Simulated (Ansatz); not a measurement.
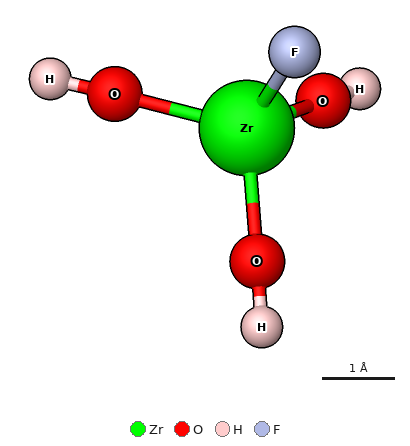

Figure 1. The structure as given in the input (ball-and-stick view, seen at a tilt). Sticks mark near contacts.

ZrH3O3F: molecular dynamics (part 1 of 4)

System: ZrH3O3F.
Method: RHF/def2-SVP (Ansatz 0.2.0).

It belongs to a series of runs on one base structure; here: dynamics from the start.

### Log
```
Engine: ansatz 0.2.0, aarch64-unknown-linux-gnu
Functional definition: HF
  exchange = exact_x
  correlation = 0
1073 factors; integrals over basis functions are off by at most 3.1e-4 eV
mean field evaluation 1: about -10123.5929 eV, gradient 6.8e1 eV
mean field evaluation 2: about -10123.6819 eV, gradient 6.8e1 eV
mean field evaluation 4: about -10131.6231 eV, gradient 2.5e0 eV
mean field evaluation 8: about -10131.6797 eV, gradient 1.0e-1 eV
mean field -10131.67974294 eV, -372.3323630537 hartree, gradient 7.4e-6 eV, S^2 0.000000; 0 other end points of the search recorded, 0 dependent functions left out
the calculation of the forces begins
reference -10131.67974294 eV, -372.3323630537 hartree; 24, 24 occupied and 78, 78 virtual orbitals, 1073 factors
md step     0: t =     0.00 fs  T =   262.5 K  F+E_penalty+E_count = -10131.67974294 eV  E_kin = 0.271446 eV  (39 SCF iters)
these checks for a lower state are left out or cut short: starts, cluster_reference, orbital_swaps, neighbouring_geometries, increment
1073 factors; integrals over basis functions are off by at most 3.1e-4 eV
mean field evaluation 16: about -10131.4803 eV, gradient 3.6e-3 eV
mean field -10131.67826457 eV, -372.3323087248 hartree, gradient 1.3e-5 eV, S^2 0.000000; 0 other end points of the search recorded, 0 dependent functions left out
the calculation of the forces begins
reference -10131.67826457 eV, -372.3323087248 hartree; 24, 24 occupied and 78, 78 virtual orbitals, 1073 factors
md step     1: t =     0.25 fs  T =   262.7 K  F+E_penalty+E_count = -10131.67826457 eV  E_kin = 0.271660 eV  (38 SCF iters)
[... from here on the SCF iterations and repeated set-up lines of each step are left out, up to the last step ...]
md step     2: t =     0.50 fs  T =   253.4 K  F+E_penalty+E_count = -10131.67397799 eV  E_kin = 0.261988 eV  (38 SCF iters)
md step     3: t =     0.75 fs  T =   261.0 K  F+E_penalty+E_count = -10131.66749861 eV  E_kin = 0.269870 eV  (38 SCF iters)
md step     4: t =     1.00 fs  T =   256.8 K  F+E_penalty+E_count = -10131.65985134 eV  E_kin = 0.265523 eV  (38 SCF iters)
md step     5: t =     1.25 fs  T =   261.6 K  F+E_penalty+E_count = -10131.65270969 eV  E_kin = 0.270551 eV  (38 SCF iters)
md step     6: t =     1.50 fs  T =   243.0 K  F+E_penalty+E_count = -10131.64730581 eV  E_kin = 0.251230 eV  (38 SCF iters)
md step     7: t =     1.75 fs  T =   234.3 K  F+E_penalty+E_count = -10131.64517257 eV  E_kin = 0.242252 eV  (38 SCF iters)
md step     8: t =     2.00 fs  T =   245.1 K  F+E_penalty+E_count = -10131.64678514 eV  E_kin = 0.253416 eV  (38 SCF iters)
md step     9: t =     2.25 fs  T =   230.8 K  F+E_penalty+E_count = -10131.65109807 eV  E_kin = 0.238715 eV  (38 SCF iters)
md step    10: t =     2.50 fs  T =   216.3 K  F+E_penalty+E_count = -10131.65724228 eV  E_kin = 0.223690 eV  (38 SCF iters)
md step    11: t =     2.75 fs  T =   225.7 K  F+E_penalty+E_count = -10131.66366664 eV  E_kin = 0.233426 eV  (38 SCF iters)
md step    12: t =     3.00 fs  T =   246.3 K  F+E_penalty+E_count = -10131.66875807 eV  E_kin = 0.254654 eV  (38 SCF iters)
md step    13: t =     3.25 fs  T =   242.2 K  F+E_penalty+E_count = -10131.67133490 eV  E_kin = 0.250429 eV  (38 SCF iters)
md step    14: t =     3.50 fs  T =   252.7 K  F+E_penalty+E_count = -10131.67101274 eV  E_kin = 0.261276 eV  (38 SCF iters)
md step    15: t =     3.75 fs  T =   255.2 K  F+E_penalty+E_count = -10131.66776978 eV  E_kin = 0.263872 eV  (38 SCF iters)
md step    16: t =     4.00 fs  T =   266.1 K  F+E_penalty+E_count = -10131.66168912 eV  E_kin = 0.275211 eV  (38 SCF iters)
md step    17: t =     4.25 fs  T =   265.2 K  F+E_penalty+E_count = -10131.65262137 eV  E_kin = 0.274268 eV  (38 SCF iters)
md step    18: t =     4.50 fs  T =   247.8 K  F+E_penalty+E_count = -10131.64138461 eV  E_kin = 0.256200 eV  (38 SCF iters)
md step    19: t =     4.75 fs  T =   228.5 K  F+E_penalty+E_count = -10131.62981267 eV  E_kin = 0.236267 eV  (38 SCF iters)
md step    20: t =     5.00 fs  T =   222.1 K  F+E_penalty+E_count = -10131.61937894 eV  E_kin = 0.229629 eV  (63 SCF iters)
md step    21: t =     5.25 fs  T =   220.0 K  F+E_penalty+E_count = -10131.61205356 eV  E_kin = 0.227501 eV  (38 SCF iters)
md step    22: t =     5.50 fs  T =   221.1 K  F+E_penalty+E_count = -10131.60851281 eV  E_kin = 0.228665 eV  (38 SCF iters)
md step    23: t =     5.75 fs  T =   198.2 K  F+E_penalty+E_count = -10131.60797691 eV  E_kin = 0.204984 eV  (38 SCF iters)
md step    24: t =     6.00 fs  T =   203.9 K  F+E_penalty+E_count = -10131.61077622 eV  E_kin = 0.210827 eV  (38 SCF iters)
md step    25: t =     6.25 fs  T =   206.4 K  F+E_penalty+E_count = -10131.61652253 eV  E_kin = 0.213458 eV  (38 SCF iters)
md step    26: t =     6.50 fs  T =   203.2 K  F+E_penalty+E_count = -10131.62432437 eV  E_kin = 0.210131 eV  (38 SCF iters)
md step    27: t =     6.75 fs  T =   194.4 K  F+E_penalty+E_count = -10131.63233278 eV  E_kin = 0.201035 eV  (38 SCF iters)
md step    28: t =     7.00 fs  T =   200.5 K  F+E_penalty+E_count = -10131.63923935 eV  E_kin = 0.207323 eV  (38 SCF iters)
md step    29: t =     7.25 fs  T =   218.1 K  F+E_penalty+E_count = -10131.64347129 eV  E_kin = 0.225491 eV  (38 SCF iters)
md step    30: t =     7.50 fs  T =   212.8 K  F+E_penalty+E_count = -10131.64306075 eV  E_kin = 0.220029 eV  (38 SCF iters)
md step    31: t =     7.75 fs  T =   215.1 K  F+E_penalty+E_count = -10131.63786044 eV  E_kin = 0.222405 eV  (38 SCF iters)
md step    32: t =     8.00 fs  T =   203.9 K  F+E_penalty+E_count = -10131.62842598 eV  E_kin = 0.210819 eV  (38 SCF iters)
md step    33: t =     8.25 fs  T =   201.2 K  F+E_penalty+E_count = -10131.61562062 eV  E_kin = 0.208102 eV  (38 SCF iters)
md step    34: t =     8.50 fs  T =   188.7 K  F+E_penalty+E_count = -10131.60059612 eV  E_kin = 0.195089 eV  (38 SCF iters)
md step    35: t =     8.75 fs  T =   178.9 K  F+E_penalty+E_count = -10131.58612047 eV  E_kin = 0.185039 eV  (38 SCF iters)
md step    36: t =     9.00 fs  T =   166.2 K  F+E_penalty+E_count = -10131.57489256 eV  E_kin = 0.171820 eV  (38 SCF iters)
md step    37: t =     9.25 fs  T =   166.1 K  F+E_penalty+E_count = -10131.56801323 eV  E_kin = 0.171721 eV  (38 SCF iters)
md step    38: t =     9.50 fs  T =   176.9 K  F+E_penalty+E_count = -10131.56541579 eV  E_kin = 0.182959 eV  (38 SCF iters)
md step    39: t =     9.75 fs  T =   171.4 K  F+E_penalty+E_count = -10131.56777032 eV  E_kin = 0.177207 eV  (38 SCF iters)
md step    40: t =    10.00 fs  T =   168.4 K  F+E_penalty+E_count = -10131.57540747 eV  E_kin = 0.174102 eV  (38 SCF iters)
md step    41: t =    10.25 fs  T =   192.2 K  F+E_penalty+E_count = -10131.58646433 eV  E_kin = 0.198758 eV  (38 SCF iters)
md step    42: t =    10.50 fs  T =   209.9 K  F+E_penalty+E_count = -10131.59895990 eV  E_kin = 0.217079 eV  (38 SCF iters)
md step    43: t =    10.75 fs  T =   224.6 K  F+E_penalty+E_count = -10131.61011459 eV  E_kin = 0.232273 eV  (38 SCF iters)
md step    44: t =    11.00 fs  T =   227.9 K  F+E_penalty+E_count = -10131.61717135 eV  E_kin = 0.235694 eV  (38 SCF iters)
md step    45: t =    11.25 fs  T =   220.5 K  F+E_penalty+E_count = -10131.61872548 eV  E_kin = 0.228038 eV  (38 SCF iters)
md step    46: t =    11.50 fs  T =   217.9 K  F+E_penalty+E_count = -10131.61515378 eV  E_kin = 0.225285 eV  (38 SCF iters)
md step    47: t =    11.75 fs  T =   216.1 K  F+E_penalty+E_count = -10131.60707524 eV  E_kin = 0.223494 eV  (38 SCF iters)
md step    48: t =    12.00 fs  T =   213.3 K  F+E_penalty+E_count = -10131.59534545 eV  E_kin = 0.220616 eV  (38 SCF iters)
md step    49: t =    12.25 fs  T =   180.0 K  F+E_penalty+E_count = -10131.58188735 eV  E_kin = 0.186095 eV  (38 SCF iters)
md step    50: t =    12.50 fs  T =   187.6 K  F+E_penalty+E_count = -10131.56845665 eV  E_kin = 0.194023 eV  (38 SCF iters)
md step    51: t =    12.75 fs  T =   173.6 K  F+E_penalty+E_count = -10131.55702831 eV  E_kin = 0.179562 eV  (38 SCF iters)
md step    52: t =    13.00 fs  T =   177.9 K  F+E_penalty+E_count = -10131.54865732 eV  E_kin = 0.183926 eV  (38 SCF iters)
md step    53: t =    13.25 fs  T =   155.8 K  F+E_penalty+E_count = -10131.54371945 eV  E_kin = 0.161145 eV  (38 SCF iters)
md step    54: t =    13.50 fs  T =   150.5 K  F+E_penalty+E_count = -10131.54391863 eV  E_kin = 0.155657 eV  (61 SCF iters)
md step    55: t =    13.75 fs  T =   149.4 K  F+E_penalty+E_count = -10131.54866041 eV  E_kin = 0.154448 eV  (38 SCF iters)
md step    56: t =    14.00 fs  T =   169.3 K  F+E_penalty+E_count = -10131.55737475 eV  E_kin = 0.175102 eV  (38 SCF iters)
md step    57: t =    14.25 fs  T =   176.9 K  F+E_penalty+E_count = -10131.56839686 eV  E_kin = 0.182971 eV  (38 SCF iters)
md step    58: t =    14.50 fs  T =   209.2 K  F+E_penalty+E_count = -10131.57870179 eV  E_kin = 0.216350 eV  (38 SCF iters)
md step    59: t =    14.75 fs  T =   209.5 K  F+E_penalty+E_count = -10131.58625931 eV  E_kin = 0.216680 eV  (38 SCF iters)
md step    60: t =    15.00 fs  T =   205.4 K  F+E_penalty+E_count = -10131.58931207 eV  E_kin = 0.212396 eV  (38 SCF iters)
md step    61: t =    15.25 fs  T =   194.1 K  F+E_penalty+E_count = -10131.58741924 eV  E_kin = 0.200765 eV  (38 SCF iters)
md step    62: t =    15.50 fs  T =   179.6 K  F+E_penalty+E_count = -10131.58106391 eV  E_kin = 0.185734 eV  (38 SCF iters)
md step    63: t =    15.75 fs  T =   196.7 K  F+E_penalty+E_count = -10131.57019052 eV  E_kin = 0.203364 eV  (38 SCF iters)
md step    64: t =    16.00 fs  T =   182.0 K  F+E_penalty+E_count = -10131.55551383 eV  E_kin = 0.188212 eV  (38 SCF iters)
md step    65: t =    16.25 fs  T =   170.8 K  F+E_penalty+E_count = -10131.53997400 eV  E_kin = 0.176671 eV  (38 SCF iters)
md step    66: t =    16.50 fs  T =   162.2 K  F+E_penalty+E_count = -10131.52631578 eV  E_kin = 0.167746 eV  (38 SCF iters)
md step    67: t =    16.75 fs  T =   146.9 K  F+E_penalty+E_count = -10131.51724373 eV  E_kin = 0.151880 eV  (38 SCF iters)
md step    68: t =    17.00 fs  T =   139.7 K  F+E_penalty+E_count = -10131.51396488 eV  E_kin = 0.144495 eV  (38 SCF iters)
md step    69: t =    17.25 fs  T =   136.8 K  F+E_penalty+E_count = -10131.51628414 eV  E_kin = 0.141423 eV  (38 SCF iters)
md step    70: t =    17.50 fs  T =   146.8 K  F+E_penalty+E_count = -10131.52299528 eV  E_kin = 0.151836 eV  (38 SCF iters)
md step    71: t =    17.75 fs  T =   158.8 K  F+E_penalty+E_count = -10131.53352424 eV  E_kin = 0.164219 eV  (38 SCF iters)
md step    72: t =    18.00 fs  T =   182.4 K  F+E_penalty+E_count = -10131.54530784 eV  E_kin = 0.188567 eV  (38 SCF iters)
md step    73: t =    18.25 fs  T =   177.1 K  F+E_penalty+E_count = -10131.55409293 eV  E_kin = 0.183131 eV  (38 SCF iters)
md step    74: t =    18.50 fs  T =   189.3 K  F+E_penalty+E_count = -10131.55802892 eV  E_kin = 0.195723 eV  (38 SCF iters)
md step    75: t =    18.75 fs  T =   195.6 K  F+E_penalty+E_count = -10131.55648741 eV  E_kin = 0.202237 eV  (38 SCF iters)
md step    76: t =    19.00 fs  T =   182.7 K  F+E_penalty+E_count = -10131.54967763 eV  E_kin = 0.188896 eV  (38 SCF iters)
md step    77: t =    19.25 fs  T =   181.1 K  F+E_penalty+E_count = -10131.53810550 eV  E_kin = 0.187295 eV  (37 SCF iters)
md step    78: t =    19.50 fs  T =   156.5 K  F+E_penalty+E_count = -10131.52304752 eV  E_kin = 0.161784 eV  (38 SCF iters)
md step    79: t =    19.75 fs  T =   132.0 K  F+E_penalty+E_count = -10131.50594007 eV  E_kin = 0.136482 eV  (39 SCF iters)
md step    80: t =    20.00 fs  T =   123.7 K  F+E_penalty+E_count = -10131.48849465 eV  E_kin = 0.127935 eV  (39 SCF iters)
md step    81: t =    20.25 fs  T =   133.0 K  F+E_penalty+E_count = -10131.47264919 eV  E_kin = 0.137508 eV  (39 SCF iters)
md step    82: t =    20.50 fs  T =   128.3 K  F+E_penalty+E_count = -10131.45993370 eV  E_kin = 0.132665 eV  (39 SCF iters)
md step    83: t =    20.75 fs  T =   119.5 K  F+E_penalty+E_count = -10131.45244872 eV  E_kin = 0.123588 eV  (39 SCF iters)
md step    84: t =    21.00 fs  T =   110.2 K  F+E_penalty+E_count = -10131.45223818 eV  E_kin = 0.113947 eV  (39 SCF iters)
md step    85: t =    21.25 fs  T =   124.6 K  F+E_penalty+E_count = -10131.45939053 eV  E_kin = 0.128835 eV  (39 SCF iters)
md step    86: t =    21.50 fs  T =   124.8 K  F+E_penalty+E_count = -10131.47139985 eV  E_kin = 0.129040 eV  (62 SCF iters)
md step    87: t =    21.75 fs  T =   146.7 K  F+E_penalty+E_count = -10131.48608159 eV  E_kin = 0.151730 eV  (39 SCF iters)
md step    88: t =    22.00 fs  T =   152.4 K  F+E_penalty+E_count = -10131.50122803 eV  E_kin = 0.157576 eV  (39 SCF iters)
md step    89: t =    22.25 fs  T =   156.4 K  F+E_penalty+E_count = -10131.51445866 eV  E_kin = 0.161754 eV  (38 SCF iters)
md step    90: t =    22.50 fs  T =   159.5 K  F+E_penalty+E_count = -10131.52420576 eV  E_kin = 0.164905 eV  (38 SCF iters)
md step    91: t =    22.75 fs  T =   161.5 K  F+E_penalty+E_count = -10131.52904919 eV  E_kin = 0.167028 eV  (38 SCF iters)
md step    92: t =    23.00 fs  T =   161.2 K  F+E_penalty+E_count = -10131.52862403 eV  E_kin = 0.166655 eV  (38 SCF iters)
md step    93: t =    23.25 fs  T =   151.2 K  F+E_penalty+E_count = -10131.52317237 eV  E_kin = 0.156366 eV  (38 SCF iters)
md step    94: t =    23.50 fs  T =   144.7 K  F+E_penalty+E_count = -10131.51305348 eV  E_kin = 0.149623 eV  (38 SCF iters)
md step    95: t =    23.75 fs  T =   137.1 K  F+E_penalty+E_count = -10131.49858020 eV  E_kin = 0.141798 eV  (38 SCF iters)
md step    96: t =    24.00 fs  T =   132.5 K  F+E_penalty+E_count = -10131.48136786 eV  E_kin = 0.136969 eV  (38 SCF iters)
md step    97: t =    24.25 fs  T =   130.6 K  F+E_penalty+E_count = -10131.46326778 eV  E_kin = 0.135015 eV  (38 SCF iters)
md step    98: t =    24.50 fs  T =   110.8 K  F+E_penalty+E_count = -10131.44708093 eV  E_kin = 0.114592 eV  (38 SCF iters)
md step    99: t =    24.75 fs  T =   100.4 K  F+E_penalty+E_count = -10131.43609144 eV  E_kin = 0.103853 eV  (38 SCF iters)
these checks for a lower state are left out or cut short: starts, cluster_reference, orbital_swaps, neighbouring_geometries, increment
1073 factors; integrals over basis functions are off by at most 3.9e-4 eV
mean field -10131.43277539 eV, -372.3232871637 hartree, gradient 1.2e-5 eV, S^2 0.000000; 0 other end points of the search recorded, 0 dependent functions left out
the calculation of the forces begins
reference -10131.43277539 eV, -372.3232871637 hartree; 24, 24 occupied and 78, 78 virtual orbitals, 1073 factors
1073 factors; integrals over basis functions are off by at most 3.9e-4 eV
mean field evaluation 992: about -10131.3722 eV, gradient 2.7e0 eV
mean field -10131.43277539 eV, -372.3232871637 hartree, gradient 1.2e-5 eV, S^2 0.000000; 1 other end points of the search recorded, 0 dependent functions left out
the calculation of the forces begins
reference -10131.43277539 eV, -372.3232871637 hartree; 24, 24 occupied and 78, 78 virtual orbitals, 1073 factors
md step   100: t =    25.00 fs  T =   105.3 K  F+E_penalty+E_count = -10131.43277539 eV  E_kin = 0.108879 eV  (61 SCF iters)
```

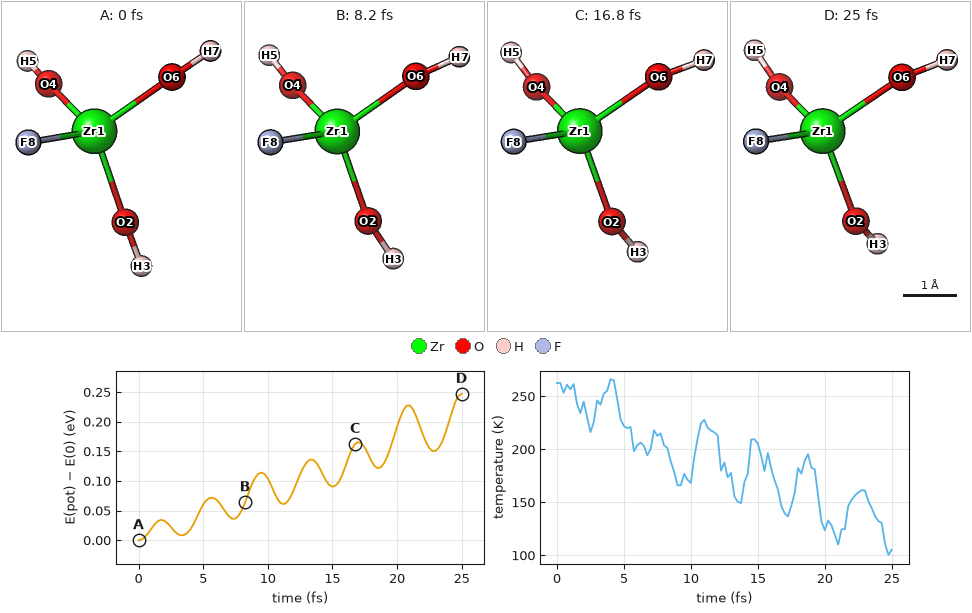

Figure 2. Frames of the molecular dynamics (ball-and-stick, seen at a tilt) above the curves, on which the letters mark them. The trajectory kept here has 101 frames over 25 fs. The temperature starts at 262 K, ranges from 100 to 266 K and averages 157 K over the second half. The potential energy ends 0.247 eV above its first value. After an unweighted best fit of the last frame on the first, the root-mean-square displacement is 0.23 Å.

```
Total energy: -10131.43277539 eV, -372.3232871637 hartree
Atom 0 at    -0.239783    -0.267102    -0.033801 Å, force     0.468845     0.197632     0.561923 eV/Å
Atom 1 at    -0.286980    -0.184955     1.916531 Å, force    -0.595453    -0.564549    -1.781949 eV/Å
Atom 2 at     0.096887     0.193997     2.661486 Å, force     0.542126     0.505929     1.334193 eV/Å
Atom 3 at     1.669237    -0.298367    -0.483388 Å, force    -2.705476     0.238651     1.878692 eV/Å
Atom 4 at     2.274673    -0.387471    -1.145281 Å, force     2.138824    -0.256474    -2.019705 eV/Å
Atom 5 at    -1.082728     1.328668    -0.739491 Å, force     0.393141    -1.013205     0.148515 eV/Å
Atom 6 at    -1.270844     2.236020    -0.783492 Å, force    -0.266189     0.823356    -0.144776 eV/Å
Atom 7 at    -1.135798    -1.836680    -0.711895 Å, force     0.024183     0.068660     0.023106 eV/Å
Dipole moment:     0.319350     0.582800     0.012847 e Å
```

### Trajectory as extended XYZ (Å, eV, eV/Å), 88 of the 101 frames kept, from step=0 to step=100
```
8
Properties=species:S:1:pos:R:3:forces:R:3 step=0 time_fs=0.0 energy=-10131.67974 temperature=262.5
Zr   -0.2169   -0.2411   -0.0234    0.0099   0.0198   0.0085
O    -0.3526   -0.2073    1.8975   -0.0030  -0.0042   0.0009
H    -0.4068   -0.1642    2.8340    0.0017   0.0004  -0.0029
O     1.6300   -0.2915   -0.5680   -0.0009  -0.0042  -0.0016
H     2.5351   -0.2942   -0.8180   -0.0028   0.0030   0.0005
O    -1.1063    1.2868   -0.7878   -0.0035  -0.0026  -0.0030
H    -1.5260    2.0474   -1.1443    0.0044  -0.0013   0.0011
F    -1.0860   -1.8375   -0.6685   -0.0059  -0.0109  -0.0036
8
Properties=species:S:1:pos:R:3:forces:R:3 step=1 time_fs=0.2 energy=-10131.67827 temperature=262.7
Zr   -0.2171   -0.2414   -0.0236    0.0124   0.0370  -0.0059
O    -0.3513   -0.2071    1.8971   -0.0055  -0.0033  -0.0144
H    -0.4050   -0.1589    2.8330    0.0011  -0.0006   0.0202
O     1.6303   -0.2918   -0.5673   -0.4135  -0.0034   0.1096
H     2.5268   -0.2944   -0.8244    0.4034   0.0018  -0.1123
O    -1.1058    1.2880   -0.7876    0.0588  -0.1158   0.0528
H    -1.5240    2.0510   -1.1358   -0.0496   0.0954  -0.0464
F    -1.0865   -1.8376   -0.6685   -0.0071  -0.0110  -0.0036
8
Properties=species:S:1:pos:R:3:forces:R:3 step=2 time_fs=0.5 energy=-10131.67398 temperature=253.4
Zr   -0.2174   -0.2418   -0.0237    0.0173   0.0504  -0.0214
O    -0.3499   -0.2067    1.8966   -0.0084  -0.0020  -0.0188
H    -0.4031   -0.1533    2.8320    0.0010  -0.0021   0.0337
O     1.6306   -0.2922   -0.5668   -0.8185  -0.0028   0.2269
H     2.5188   -0.2945   -0.8306    0.8007   0.0008  -0.2307
O    -1.1052    1.2891   -0.7874    0.1255  -0.2385   0.1102
H    -1.5216    2.0543   -1.1274   -0.1097   0.2042  -0.0968
F    -1.0871   -1.8378   -0.6687   -0.0080  -0.0100  -0.0031
8
Properties=species:S:1:pos:R:3:forces:R:3 step=3 time_fs=0.8 energy=-10131.66750 temperature=261.0
Zr   -0.2177   -0.2421   -0.0238    0.0240   0.0616  -0.0397
O    -0.3484   -0.2062    1.8960   -0.0121  -0.0005  -0.0126
H    -0.4012   -0.1478    2.8311    0.0014  -0.0038   0.0398
O     1.6308   -0.2927   -0.5663   -1.1966  -0.0023   0.3442
H     2.5114   -0.2945   -0.8369    1.1706   0.0003  -0.3488
O    -1.1047    1.2902   -0.7871    0.1934  -0.3648   0.1667
H    -1.5190    2.0576   -1.1188   -0.1718   0.3185  -0.1472
F    -1.0877   -1.8379   -0.6687   -0.0089  -0.0091  -0.0024
```
